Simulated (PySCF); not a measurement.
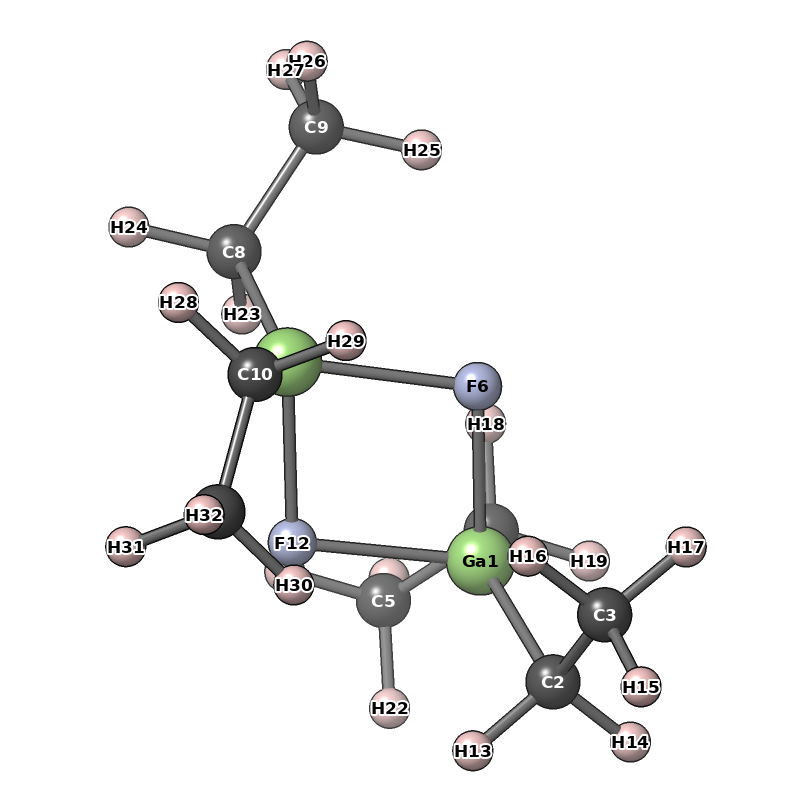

C4 lies behind Ga1. The molecule seen nearly along the Ga1–C4 bond, Ga1 in front. Distant atoms are faded towards the background colour. The geometry was computed by an optimisation with PBE0-D3(BJ)/def2-SVP. No frequency run is at hand to confirm it as a minimum.

**What is the torsion angle F6–Ga1–C4–C5? The sign is positive where the front bond must turn clockwise to cover the back bond.**

−126°, anticlinal. The bonds about Ga1–C4 are eclipsed.
